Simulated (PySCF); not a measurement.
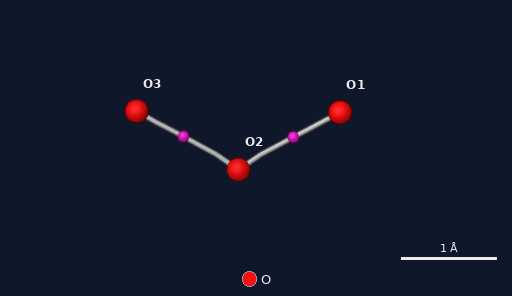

O$_{3}$, SMILES `[O-][O+]=O`. Molecular graph of the electron density (QTAIM): bond paths, bond critical points (magenta), ring points (cyan, if any); weak paths are dashed.

Level of theory: HF/def2-SVP (PySCF), at a geometry from GFN2-xTB. No frequency check shows the geometry to be a minimum.

Input script:

```python
import numpy as np
from pyscf import gto, scf, dft
from pyscf.scf import atom_ks, atom_hf
from scipy.linalg import block_diag

def solve(mol, dm0=None, hcore=None):
    mf = scf.UHF(mol) if mol.spin else scf.RHF(mol)
    mf = mf.density_fit(auxbasis='def2-universal-jkfit')
    mf.conv_tol, mf.max_cycle = 1e-8, 80
    if hcore is not None:
        mf.get_hcore = lambda *args: hcore
    mf.kernel(dm0)
    if not mf.converged:
        mf = mf.newton().run(mf.mo_coeff, mf.mo_occ, max_cycle=30)
    assert mf.converged, 'SCF not converged'
    return mf

mol = gto.M(atom='''
O     -1.07255    -0.20490     0.00000
O      0.00001     0.40980     0.00000
O      1.07254    -0.20490     0.00000
''', basis='def2-svp', charge=0, spin=0, verbose=4)
mf = solve(mol)
mf.analyze()
# spherically averaged free atoms, for the promolecule
atm = scf.atom_hf.get_atm_nrhf(mol)
pro = block_diag(*[(atm[a[0]][2] * atm[a[0]][3]) @ atm[a[0]][2].T for a in mol._atom])
np.savez('result.npz', e=mf.e_tot, c=mf.mo_coeff, occ=mf.mo_occ, eps=mf.mo_energy, pro=pro, dip=mf.dip_moment(verbose=0), s2=mf.spin_square()[0])
```

Launched as:

```sh
OMP_NUM_THREADS=1 python input.py
```

The run took 1.1 s on 1 thread of Intel(R) Xeon(R) Platinum 8259CL CPU @ 2.50GHz (Skylake/Cascade Lake), on a shared host, peak memory 0.22 GiB.

Partitions, critical points and surface values were worked out afterwards from this run's density.

How many critical points of each kind are there, and does the count close?

3 nuclei, 2 bond, 0 ring and 0 cage critical points: 3 − 2 + 0 − 0 = 1, as the Poincaré–Hopf relation requires.

What does the calculation give at each kind of bond critical point?

| bond | length (Å) | ρ (a.u.) | ∇²ρ (a.u.) | ε | H (a.u.) |
| --- | --- | --- | --- | --- | --- |
| O2–O3 (2 alike) | 1.236 | 0.499 | −0.86 | 0.06 | −0.678 |

What kind of interaction is O2–O3?

Shared-shell (covalent): ρ = 0.499, ∇²ρ = −0.86, H = −0.678 a.u.
